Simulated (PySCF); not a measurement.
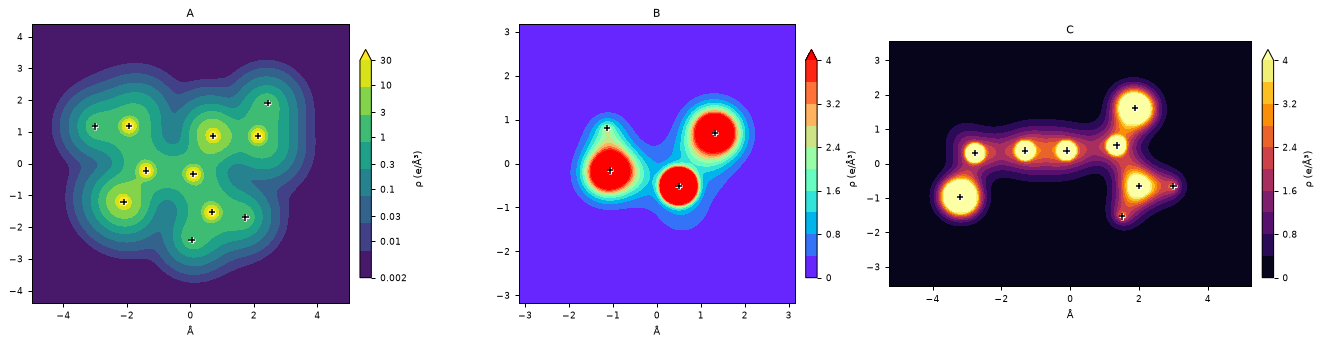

The total electron density of 3 systems, each on a plane through atoms (crosses mark nuclei in the plane).

These are results of PySCF, PBE0/pcSseg-1, SCF density, gas phase, non-relativistic, not measurements.

System 1: C5H8O2, the plane of atoms O3, C2 and C5. Geometry: GFN2-xTB.

```xyz
15

C    -0.1802    1.7111   -0.5115
C     0.1042    0.4932   -0.0455
O    -0.7452   -0.5659    0.0457
C    -2.0681   -0.3730   -0.3944
C     1.4833    0.1863    0.4474
C     1.6815   -1.2157    0.9473
O     2.3589    1.0189    0.4347
H    -1.1438    2.0086   -0.8816
H     0.6022    2.4476   -0.5197
H    -2.5768   -1.3228   -0.2402
H    -2.0991   -0.1099   -1.4564
H    -2.5693    0.4085    0.1852
H     2.7055   -1.3486    1.2849
H     0.9882   -1.4107    1.7623
H     1.4542   -1.9197    0.1500
```

System 2: H3O2P (SMILES O=[PH2]O), the plane of atoms O1, P2 and O3. Geometry: GFN2-xTB.

```csv
atom,x (Å),y (Å),z (Å)
O,-0.4447,1.2134,-0.8465
P,-0.4004,-0.0016,-0.0425
O,1.0976,-0.3853,0.3603
H,-1.0505,0.0463,1.1791
H,-0.8676,-1.1562,-0.6476
H,1.6687,0.2853,-0.0244
```

System 3: C4H2F3NO, the plane of atoms H10, N1 and H11. Geometry: GFN2-xTB.

```xyz
11

N    -2.4318    0.3131   -0.3193
C    -1.5395   -0.6951   -0.4124
O    -1.7854   -1.8070   -0.8043
C    -0.1990   -0.3055    0.0187
C     0.9368   -0.0978    0.3505
C     2.2989    0.2207    0.7668
F     2.4029    1.4974    1.1747
F     3.1802    0.0595   -0.2279
F     2.7065   -0.5458    1.7858
H    -2.1788    1.2248    0.0184
H    -3.3854    0.1383   -0.5922
```

Question: Match each panel to its system.

Answer: Panel A is system 1, C5H8O2: the plane holds C, O and H. C–O (1.21 Å): ρ at the midpoint is about 3.3 e/Å³. Panel B is system 2, H3O2P: the plane holds O, P and H. P–O (1.46 Å): the density is about 1.9 e/Å³ at the midpoint. Panel C is system 3, C4H2F3NO: the plane holds N, C, O, F and H. C–C (1.20 Å): the density is about 2.7 e/Å³ at the midpoint.
